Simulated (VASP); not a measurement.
Consider the following.

```xyz
3
Lattice="0.0000 2.6919 2.6919 2.6919 0.0000 2.6919 2.6919 2.6919 0.0000" Properties=species:S:1:pos:R:3 pbc="T T T"
Co     0.0000     0.0000     0.0000
Si     1.3460     1.3460     1.3460
Si     4.0379     4.0379     4.0379
```

Calculation: RPBE GGA, VASP's PBE PAW potentials (set 64) (plane waves; VASP). Run with 520 eV cut-off, 11×11×11 Γ-centred mesh, tetrahedra with Blöchl corrections, potentials Co Si.

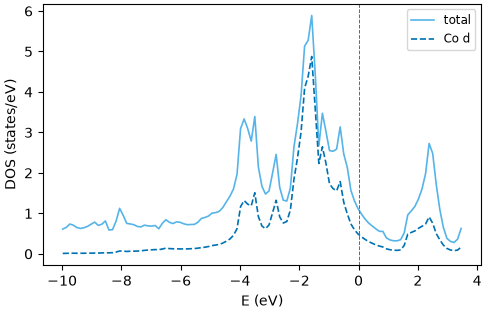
Figure. Total and projected density of states, zero at the Fermi level

Within 2 eV below the Fermi level the largest weight inside VASP's projection spheres is Co d.

It has no gap at this level: it comes out as a metal or semimetal.

The compound is CoSi2 in the fluorite structure. It was relaxed first. The run is not spin-polarised, so no magnetic state was tried. The electron count is odd and the run is not spin-polarised, which forces a metal.
